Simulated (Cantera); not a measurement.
Feed: 1 mol AlN, 0.1 mol Cl₂, held at 8.70 bar.

Equilibrium computed with Cantera from the NASA thermochemical tables; the gas is ideal and each condensed phase is pure. Candidate condensed phases: Al, AlCl₃, AlN; 11 gas species. The tables' values for AlCl₂ are old estimates; treat these amounts as uncertain. The numbers say what is thermodynamically allowed, not how fast it happens.

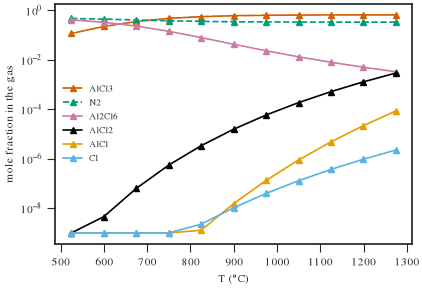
Equilibrium gas composition (values under 1e-9 drawn at 1e-9)

Q: Read off the mole fractions at 525 °C.

A: N₂ about 0.47, Al₂Cl₆ about 0.41, AlCl₃ about 0.12.
